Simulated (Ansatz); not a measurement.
**What Sb (Pm-3m, 1 atom in the cell) distorts into**

Which phase does Sb (Pm-3m, 1 atom in the cell) fall into along its unstable mode, and how much energy does it gain?

Calculated with Ansatz 0.2.0; DFT PBEsol, scalar-relativistic, plane waves, norm-conserving pseudopotentials.

This is not the structure that Sb takes at ambient pressure and room temperature (space group No. 166); it is a model or a phase of other conditions.

## 1. The structure

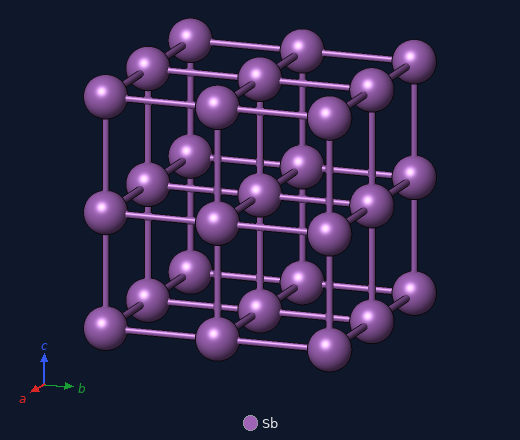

The cell as given, slightly off an axis (antimony purple). 2×2×2 cells are drawn. Some periodic images of atoms are drawn too.

Coordinates:

```cif
data_structure
_symmetry_space_group_name_H-M 'P 1'
_symmetry_Int_Tables_number 1
_cell_length_a 3.0602
_cell_length_b 3.0602
_cell_length_c 3.0602
_cell_angle_alpha 90.000
_cell_angle_beta 90.000
_cell_angle_gamma 90.000
_cell_volume 28.66
loop_
_atom_site_label
_atom_site_type_symbol
_atom_site_fract_x
_atom_site_fract_y
_atom_site_fract_z
_atom_site_occupancy
Sb1 Sb 0.00000 0.00000 0.00000 1
```

## 2. Phonons on a q mesh

The cell comes from relaxations at this level that are not shown. Stability and thermal properties need the whole zone. Linear response on a 4×4×4 q mesh gives force constants as far as a supercell of that size would.

input.yaml reads:

```yaml
crystal:
  lattice:
    - [3.0602051925, 0.0, 0.0]
    - [0.0, 3.0602051925, 0.0]
    - [0.0, 0.0, 3.0602051925]
  atoms:
    - { symbol: Sb, position: [0.0, 0.0, 0.0] }
kpoints:
  mp_grid: { grid: [12, 12, 12] }
hamiltonian:
  xc: pbesol
  pseudopotentials: { kind: nc }
scf:
  occupations: { method: methfessel_paxton, width: 0.15 }
output:
  eigenvalues: true
phonons:
  method: dfpt
  qmesh: [4, 4, 4]
  temperatures: { t_max: 1000, t_step: 50 }
  qpath:
    path:
      - [[0.0, 0.0, 0.0], [0.0, 0.5, 0.0], [0.5, 0.5, 0.0], [0.0, 0.0, 0.0], [0.5, 0.5, 0.5], [0.0, 0.5, 0.0]]
      - [[0.5, 0.5, 0.5], [0.5, 0.5, 0.0]]
    npoints: 10
```

Started as:

```bash
ansatz run input.yaml --threads 4 --pin off --max-ram 7168MiB --backend cpu --events-out ev --progress --plain --runs-dir out
```

Numbers of over 12 decimals in the logs are rounded to 6 here.

The program printed:

```text
Engine: ansatz 0.2.0, aarch64-unknown-linux-gnu
Pseudopotentials: kind: nc
Pseudopotential: Sb, nc, valence charge 15, recommended cutoff 1088.45545 eV (normal), Sb.nc.azcp (PseudoDojo's, or run here from an input of PseudoDojo's: the run reads no file of this project's for it)
Functional definition: PBEsol
  exchange = pbesol_x
  correlation = pbesol_c
Crystal: 1 atoms, lattice volume = 28.658 Å³
Basis set: ecut = 1088.45545 eV, 2325 PW (Γ), exchange–correlation on 72×72×72 points (8 copies of the dense FFT grid, shifted against one another)
Bands: 12, of which v1, the nominal top of the filled ones, is band 8 counted from 1 (7 counted from 0)
Symmetry: 48 space group operations
k-points: 84 of 1728
Non-local potential: Sb, projectors of the file, l = 0: 2, l = 1: 2, l = 2: 2, l = 3: 2
Initial density: superposition of atomic densities (chi_scale 0.1, normalization cell)
Initial wavefunctions: pseudopotential atomic-orbital guess
Functional: x = pbesol(κ = 0.804, μ = 0.123457), c = pbesol(β = 0.046)
SCF iter   1: F=—  HF=-2469.728739 eV  |F-HF|=—  |Δ(HF+E_count)|=         —  Δρ=1.25e-2  dr2=3.61e-2  ethr=3.10e-3  ⟨swp⟩=5.5  Hψ=6371  notcnv=0
preconditioner: auto → none  [metal: Δε(μ)=0.092 eV  Ē_g=12.394 eV  σ=0.150 eV  W_gap=0.47  n_scr=6 (ndim 8)  ℏωp=15.5 eV  f_vac=0.000  D(μ)=0.78/eV (n_scr^D=6)  sad-step TF]
SCF iter   2: F=—  HF=-2469.725874 eV  |F-HF|=—  |Δ(HF+E_count)|=   2.86e-3  S|Δr|=    0.00e0  Δρ=8.11e-3  dr2=1.49e-2  ethr=2.41e-4  ⟨swp⟩=1.2  Hψ=1695  notcnv=0
SCF iter   3: F=—  HF=-2469.724520 eV  |F-HF|=—  |Δ(HF+E_count)|=   1.35e-3  S|Δr|=    0.00e0  Δρ=4.75e-4  dr2=6.13e-5  ethr=9.95e-5  ⟨swp⟩=1.4  Hψ=1145  notcnv=0
SCF iter   4: F=—  HF=-2469.724575 eV  |F-HF|=—  |Δ(HF+E_count)|=   5.48e-5  S|Δr|=    0.00e0  Δρ=2.92e-4  dr2=8.60e-6  ethr=4.09e-7  ⟨swp⟩=2.0  Hψ=1608  notcnv=0
SCF iter   5: F=—  HF=-2469.724578 eV  |F-HF|=—  |Δ(HF+E_count)|=   2.51e-6  S|Δr|=    0.00e0  Δρ=7.45e-5  dr2=6.03e-7  ethr=5.73e-8  ⟨swp⟩=2.0  Hψ=1594  notcnv=0
SCF iter   6: F=—  HF=-2469.724585 eV  |F-HF|=—  |Δ(HF+E_count)|=   7.53e-6  S|Δr|=    0.00e0  Δρ=3.43e-5  dr2=1.17e-7  ethr=4.02e-9  ⟨swp⟩=2.1  Hψ=1556  notcnv=0
SCF iter   7: F=—  HF=-2469.724585 eV  |F-HF|=—  |Δ(HF+E_count)|=   5.43e-8  S|Δr|=    0.00e0  Δρ=4.54e-6  dr2=2.12e-9  ethr=7.80e-10  ⟨swp⟩=2.0  Hψ=1404  notcnv=0
SCF iter   8: F=—  HF=-2469.724585 eV  |F-HF|=—  |Δ(HF+E_count)|=   1.25e-9  S|Δr|=    0.00e0  Δρ=5.71e-7  dr2=4.33e-11  ethr=1.41e-11  ⟨swp⟩=2.0  Hψ=1495  notcnv=0
SCF iter   9: F=-2469.724585 eV  HF=-2469.724585 eV  |F-HF|=4.55e-13  |Δ(HF+E_count)|=  2.68e-11  S|Δr|=    0.00e0  Δρ=6.56e-8  dr2=3.70e-13  ethr=1.00e-12  ⟨swp⟩=8.3  Hψ=5586  notcnv=0
SCF 1 converged in 9 iterations: F = -2469.724585 eV  dr2 = 3.70e-13
NSCF: frozen V_eff on 84 k-points
WARN: eigensolver did not converge in 17 slots of this pass, the one above among them; of largest residual over every band (k=18): 1 band(s) unlocked (lowest unlocked band 11, counted from 0; max residual 5.70e-4 eV among the unlocked bands, 5.70e-4 eV over every band); of lowest unlocked band (k=3): band 11
NSCF: frozen V_eff on 196 k-points
DFPT response loops at q = (0, 0, 0) (fractional): preconditioner auto → Kerker (q_TF=auto, 2.449 Å⁻¹) (partly filled bands, converged f_vac=0.000); β = 1.00, the filter's whole step (`scf.mixing.beta` (0.50) is not read by the response loops under this deck's `scf.mixing.preconditioner`; to damp them name `kerker` or `kerker_dos`, under which they read `scf.mixing.beta`, and type it under 1.00, their step now; both keys bind the ground state too); Broyden in place of MSR1
NSCF: frozen V_eff on 1176 k-points
DFPT response loops at q = (0, 0, 0.25) (fractional): mixed as the last ones told, above
NSCF: frozen V_eff on 686 k-points
DFPT response loops at q = (0, 0, -0.5) (fractional): mixed as the last ones told, above
NSCF: frozen V_eff on 2016 k-points
DFPT response loops at q = (0, 0.25, 0.25) (fractional): mixed as the last ones told, above
NSCF: frozen V_eff on 1176 k-points
DFPT response loops at q = (0, 0.25, -0.5) (fractional): mixed as the last ones told, above
NSCF: frozen V_eff on 686 k-points
DFPT response loops at q = (0, -0.5, -0.5) (fractional): mixed as the last ones told, above
NSCF: frozen V_eff on 1872 k-points
DFPT response loops at q = (0.25, 0.25, 0.25) (fractional): mixed as the last ones told, above
NSCF: frozen V_eff on 2016 k-points
DFPT response loops at q = (0.25, 0.25, -0.5) (fractional): mixed as the last ones told, above
NSCF: frozen V_eff on 1176 k-points
DFPT response loops at q = (0.25, -0.5, -0.5) (fractional): mixed as the last ones told, above
NSCF: frozen V_eff on 392 k-points
DFPT response loops at q = (-0.5, -0.5, -0.5) (fractional): mixed as the last ones told, above
SCF converged after 9 iterations
Stability not checked: this state was not tested for a lower state beside it, because cold or Methfessel-Paxton smearing, or corrected tetrahedra, fill the levels in a way that the test cannot read (fill_not_monotonic; see scf.lower_state_search)
Free energy (F): -2469.724585 eV
Harris-Foulkes:  -2469.724585 eV  (|F-HF|=4.55e-13)
Internal energy: -2469.724077 eV  (E = F + TS)
E sigma→0 (E₀):  -2469.724458 eV
Entropy (-TS):   -0.000509 eV (-0.509 meV/atom)
Fermi energy:    10.999991 eV
--- Per-component energies (eV) ---
  E_band       = -153.486293
  E_kinetic    = 1449.385843
  E_local      = -1085.980896  (includes V_loc(G=0)·N_el)
  E_nonlocal   = -1299.900006
  E_hartree    = 580.027066
  E_xc         = -611.295115
  E_vxc        = -377.045359  (∫ρ·V_xc dr)
  E_ewald      = -1501.960969
  E_smearing   = -0.000509  (= −TS)
  E_closure    = 0.000000  (closes the sum)
  Σ components = -2469.724585   (vs F -2469.724585, Δ=0.00e0)
--- Band table (eV; the first three rows and the last of 84) ---
  k-point 0: bands = [... 4 lower, -18.0861, -1.8138, 14.2588, 14.2588, 14.2588, 18.1072, 18.1072, 19.2839]
  k-point 1: bands = [... 4 lower, -18.0858, -1.7089, 12.9941, 14.3634, 14.3634, 18.1939, 18.7728, 20.1459]
  k-point 2: bands = [... 4 lower, -18.0851, -1.3974, 10.8790, 14.6668, 14.6668, 18.4532, 19.1833, 22.6236]
  k-point 83: bands = [... 4 lower, -18.0015, 6.5597, 9.2180, 9.2180, 9.2180, 15.7282, 15.7282, 15.7282]
--- Phonons (Γ-DFPT): 1 representative perturbation + reference (Σ response iterations 3) ---
  ASR residual: 1.371e-4 → 0.000e0 eV/Å²; symmetrization residual: 8.132e-20 eV/Å²
  ASR residual per site (eV/Å²): 1.37e-4
  Γ frequencies (cm⁻¹): 0.00 0.00 0.00
--- Phonons (arbitrary-q DFPT): 10 irreducible q on the 4×4×4 mesh ---
  q = [0.0000, 0.0000, 0.0000] (star 1, of the zone-centre solve; hermiticity 1.61e-25, symmetrization 5.93e-16): 0.00 0.00 0.00
  q = [0.0000, 0.0000, 0.2500] (star 6, 2 solved perturbations in 924 linear systems a pass and spin channel, the states on 588 of 1728 k-point pairs; hermiticity 1.08e-12, symmetrization 3.49e-12, the responses' own estimated error 4.1e-4 eV/Å²): 29.91 29.91 96.38
  q = [0.0000, 0.0000, -0.5000] (star 3, 2 solved perturbations in 539 linear systems a pass and spin channel, the states on 343 of 1728 k-point pairs; hermiticity 2.43e-14, symmetrization 4.54e-12, the responses' own estimated error 3.5e-4 eV/Å²): 35.43 35.43 103.47
  q = [0.0000, 0.2500, 0.2500] (star 12, 2 solved perturbations in 1554 linear systems a pass and spin channel, the states on 1008 of 1728 k-point pairs; hermiticity 3.68e-14, symmetrization 4.10e-12, the responses' own estimated error 4.4e-4 eV/Å²): 43.04 99.03 117.86
  q = [0.0000, 0.2500, -0.5000] (star 12, 3 solved perturbations on 588 of 1728 k-point pairs; hermiticity 6.24e-14, symmetrization 3.07e-14, the responses' own estimated error 3.6e-4 eV/Å²): 46.79 86.09 109.39
  q = [0.0000, -0.5000, -0.5000] (star 3, 2 solved perturbations in 539 linear systems a pass and spin channel, the states on 343 of 1728 k-point pairs; hermiticity 2.64e-13, symmetrization 4.32e-12, the responses' own estimated error 3.5e-4 eV/Å²): 45.83 86.76 86.76
  q = [0.2500, 0.2500, 0.2500] (star 8, 1 solved perturbation on 936 of 1728 k-point pairs; hermiticity 1.35e-13, symmetrization 4.12e-12, the responses' own estimated error 4.4e-4 eV/Å²): 108.05 108.05 126.84
  q = [0.2500, 0.2500, -0.5000] (star 12, 2 solved perturbations in 1554 linear systems a pass and spin channel, the states on 1008 of 1728 k-point pairs; hermiticity 2.21e-14, symmetrization 2.62e-12, the responses' own estimated error 3.5e-4 eV/Å²): 74.43 105.99 115.65
  q = [0.2500, -0.5000, -0.5000] (star 6, 2 solved perturbations in 924 linear systems a pass and spin channel, the states on 588 of 1728 k-point pairs; hermiticity 3.15e-13, symmetrization 3.63e-12, the responses' own estimated error 3.5e-4 eV/Å²): 50.34 50.34 105.91
  q = [-0.5000, -0.5000, -0.5000] (star 1, 1 solved perturbation on 196 of 1728 k-point pairs; hermiticity 2.54e-13, symmetrization 4.39e-12, the responses' own estimated error 1.6e-4 eV/Å²): -131.65 -131.65 -131.65
  sum rule: each row above includes the acoustic sum rule's correction from the zone centre's row sums; it moved no ω² by more than (0.55 cm⁻¹)²
  mesh force constants: q→R imaginary residual 0.00e0; ASR residual 1.371e-4 → 0.000e0 eV/Å²; symmetrization residual 4.441e-15 eV/Å²
  interpolated dispersion: 62 rows × 3 modes
  density of states and harmonic sums: on the 20×20×20 q-mesh, interpolated from the force constants of a 4×4×4 supercell (no non-analytic term)
  largest difference from the sums on the solved wave vectors: F 1.57e-2 eV, S 1.66e-5 and C_V 3.01e-6 eV/K
  zero-point energy: 0.015460 eV/cell   skipped modes (ω ≤ 0): 54, of them read as no rigid motion or as one in doubt: 51 (1.031e-1 modes/cell left out, lowest -131.65 cm⁻¹)   left out of the sums: 3.45e-2 of the cell's modes: C_V's classical limit lies that fraction below 3 k_B per atom; for a crystal, a wire or a layer, F and S can be off by more, and a phonons.interpolated_qmesh denser along its periods is the remedy for the sampling
```

Wall time 2.6 min (4 threads of Arm Neoverse V2, shared host); peak memory 2.6 GiB; 10 min of CPU time.

In the SCF lines HF is the Harris–Foulkes energy and dr2 the Hartree energy of the density residual, in eV; the loop may stop once dr2 is under the threshold and the program's other checks hold. Hψ counts applications of the Hamiltonian.

Numbers from this step:

- volume per atom: 28.66 Å³
- gap on the k-mesh: 0 eV
- sum-rule residual before enforcement: 1.37e-4 eV/Å²
- lowest frequency on the path: -131.7 cm⁻¹
- highest frequency on the path or at a solved wavevector: 126.8 cm⁻¹
- lowest mode on the q mesh (acoustic modes at Γ apart): -131.7 cm⁻¹

Frequencies (cm⁻¹) solved at each irreducible wavevector; negative means imaginary. Frequencies by wavevector, by row:

```tsv
q in reciprocal lattice units	star	mode 1	mode 2	mode 3
0 0 0	1	0	0	0
0 0 0.25	6	29.9	29.9	96.4
0 0 -0.5	3	35.4	35.4	103.5
0 0.25 0.25	12	43	99	117.9
0 0.25 -0.5	12	46.8	86.1	109.4
0 -0.5 -0.5	3	45.8	86.8	86.8
0.25 0.25 0.25	8	108	108	126.8
0.25 0.25 -0.5	12	74.4	106	115.7
0.25 -0.5 -0.5	6	50.3	50.3	105.9
-0.5 -0.5 -0.5	1	-131.7	-131.7	-131.7
```

Interpolated from a 4×4×4 q mesh. The phonon branches at the labelled points (cm⁻¹):

```tsv
point	branch 1	branch 2	branch 3
Γ	0	0	0
X	35	35	104
M	46	87	87
Γ	0	0	0
R	-132	-132	-132
X	35	35	104
jump to R	-132	-132	-132
M	46	87	87
```

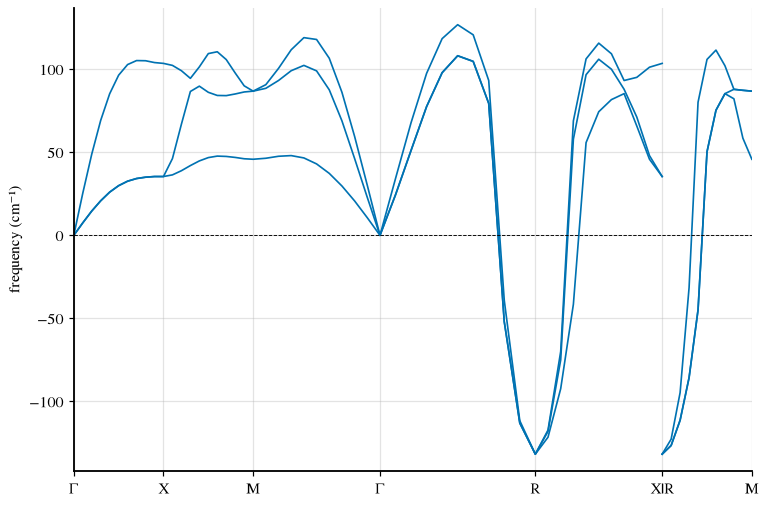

Phonon branches along the path.

Symmetry leaves 10 wavevectors to solve. The lowest mode among them, the acoustic zeros apart, lies at q = (-0.5, -0.5, -0.5) and is imaginary, 131.7i cm⁻¹, so the energy falls along it.

## 3. The mode frozen in, largest atomic shift 0 Å

The mode followed lies at q = (-0.5, -0.5, -0.5) with frequency 131.7i cm⁻¹ and is 3-fold degenerate, the softest among the wavevectors solved. At small amplitude the distorted cell has space group no. 139 by a symmetry search on the positions. The undistorted cell that holds it gives the zero of energy on the same k mesh.

System of this step: Sb. It takes space group Pm-3m (No. 221, cubic). Conventional cell: a = 3.060 Å, b = 3.060 Å, c = 3.060 Å, α = 90.00°, β = 90.00°, γ = 90.00°. Nearest to Sb lie 6 Sb at 3.06 Å.

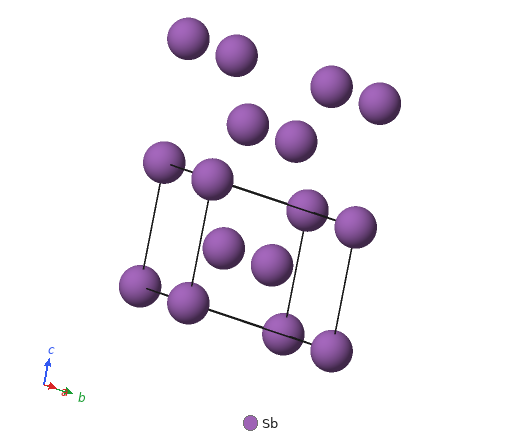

The cell of this step (antimony purple). 1×1×2 cells are drawn. Some periodic images of atoms are drawn too.

input.yaml, the sections that differ from step 2:

```yaml
crystal:
  lattice:
    - [3.0602051925, 3.0602051925, 0.0]
    - [3.0602051925, 0.0, 3.0602051925]
    - [3.0602051925, 0.0, -3.0602051925]
  atoms:
    - { symbol: Sb, position: [0.0, 0.0, 0.0] }
    - { symbol: Sb, position: [0.0, 0.5, 0.5] }
output:
  forces: true
  stress: true
  eigenvalues: true
# kpoints, hamiltonian, scf: as in step 2
# phonons: removed
```

The program printed:

```text
[...]
Crystal: 2 atoms, lattice volume = 57.317 Å³
Basis set: ecut = 1088.45545 eV, 4645 PW (Γ), exchange–correlation on 96×96×96 points (8 copies of the dense FFT grid, shifted against one another)
Bands: 19, of which v1, the nominal top of the filled ones, is band 15 counted from 1 (14 counted from 0)
Symmetry: 96 space group operations
[...]
k-points: 72 of 1728
[...]
--- Band table (eV; the first three rows and the last of 72) ---
  k-point 0: bands = [... 11 lower, 6.5642, 9.2211, 9.2211, 9.2211, 14.2615, 14.2615, 14.2615, 15.7293]
  k-point 1: bands = [... 11 lower, 6.1224, 9.2355, 9.2355, 9.5028, 13.8922, 13.8922, 13.9961, 15.6049]
  k-point 2: bands = [... 11 lower, 5.1663, 9.2874, 9.2874, 9.9847, 13.1150, 13.1150, 13.3928, 15.6452]
  k-point 71: bands = [... 11 lower, 1.7077, 5.8923, 5.8923, 11.1373, 11.1373, 16.0484, 16.0484, 17.3022]
[key lines of the parts left out:]
SCF converged after 7 iterations
Free energy (F): -4939.477724 eV
Fermi energy:    10.922172 eV
P = ⅓ Tr σ = -0.0084 GPa (-0.084 kbar)
```

Elapsed: 3.1 s, on 4 threads; peak memory 0.55 GiB; 12 s of CPU time.

This step gave:

| Quantity | Value |
| --- | --- |
| pressure | -0.008423 GPa |
| energy from the undistorted cell | 0 meV/atom |

The run ends at a pressure of -0.01 GPa.

## 4. The mode frozen in, largest atomic shift 0.08 Å

The atoms are moved along the unstable eigenvector, the largest shift by 0.08 Å, with the cell fixed.

input.yaml, the sections that differ from step 3:

```yaml
crystal:
  lattice:
    - [3.0602051925, 3.0602051925, 0.0]
    - [3.0602051925, 0.0, 3.0602051925]
    - [3.0602051925, 0.0, -3.0602051925]
  atoms:
    - { symbol: Sb, position: [-0.0261420379, 0.0130710189, 0.0130710189] }
    - { symbol: Sb, position: [0.0261420379, 0.4869289811, 0.4869289811] }
# kpoints, hamiltonian, scf, output: as in step 3
```

The program printed:

```text
[...]
Crystal: 2 atoms, lattice volume = 57.317 Å³
Basis set: ecut = 1088.45545 eV, 4645 PW (Γ), exchange–correlation on 96×96×96 points (8 copies of the dense FFT grid, shifted against one another)
Bands: 19, of which v1, the nominal top of the filled ones, is band 15 counted from 1 (14 counted from 0)
Symmetry: 16 space group operations
[...]
k-points: 163 of 1728
[...]
--- Band table (eV; the first three rows and the last of 163) ---
  k-point 0: bands = [... 11 lower, 6.5928, 9.1429, 9.2652, 9.2652, 14.0505, 14.0505, 14.3388, 15.7501]
  k-point 1: bands = [... 11 lower, 6.1479, 9.1851, 9.2772, 9.5138, 13.7493, 13.8190, 14.0106, 15.6706]
  k-point 2: bands = [... 11 lower, 5.1879, 9.2305, 9.3222, 9.9799, 13.0486, 13.1946, 13.3651, 15.6564]
  k-point 162: bands = [... 11 lower, 3.2158, 5.2850, 7.1983, 7.1983, 12.9028, 16.4178, 16.4178, 18.6840]
[key lines of the parts left out:]
SCF converged after 7 iterations
Free energy (F): -4939.497305 eV
Fermi energy:    10.957862 eV
P = ⅓ Tr σ = 0.7544 GPa (7.544 kbar)
```

Run time: 6.5 s. Hardware: 4 threads; peak memory 0.75 GiB.

This step gave:

```
pressure                         : 0.7544 GPa
energy from the undistorted cell : -9.873 meV/atom
```

The energy, extrapolated to zero smearing, is -9.87 meV/atom against the undistorted cell.

The run ends at a pressure of 0.75 GPa, with forces up to 0.14 eV/Å.

## 5. Energy along the mode, all amplitudes (two of the runs are shown above)

An imaginary frequency means negative curvature, so the energy should fall and then rise again as anharmonic terms take over.

Numbers from this step:

* depth at the lowest point sampled: 9.873 meV/atom
* largest atomic shift at that point: 0.08 Å

The energy from the parent by largest atomic shift:

```tsv
largest atomic shift (Å)	energy from the parent (meV/atom)
0.0000	0
0.0400	-2.69
0.0800	-9.87
0.1400	-4.20
0.2200	76.3
```

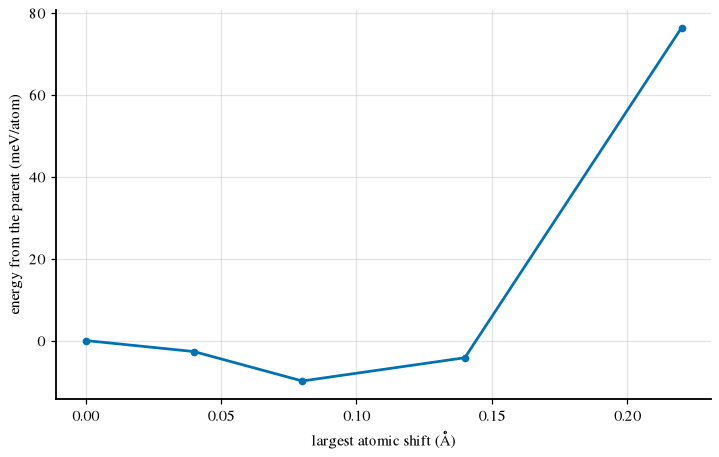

Energy from the parent, plotted against largest atomic shift.

Displacement at unit largest shift by atom:

```tsv
atom	x (Å)	y (Å)	z (Å)	size
Sb1	0.00	-1.00	0.00	1.00
Sb2	0.00	1.00	0.00	1.00
```

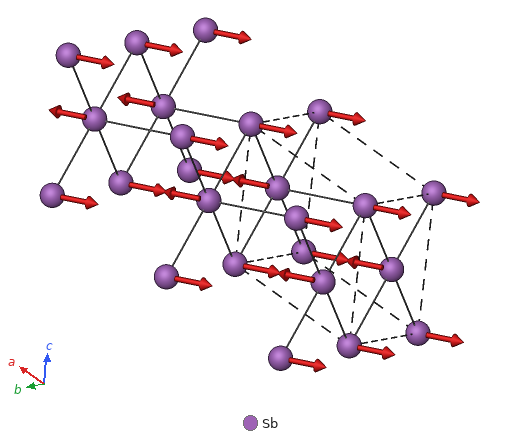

Displacement at unit largest shift as arrows, the longest 1 Å. 2×2×1 cells are drawn. Some periodic images of atoms are drawn too.

The lowest of the steps tried is at 0.08 Å, 9.87 meV/atom below the parent; the bottom of the well need not coincide with a step.

[end of part 1 of 2]

[Logs are printed without paths, hosts, clocks, repeated set-up lines and the standing remarks that a program may print on its own settings, such as how far it seeks lower states.]

[Hosts, paths, dates, database ids (printed as entryN), source tags and the programs' standing remarks are cut or masked in the printed files.]
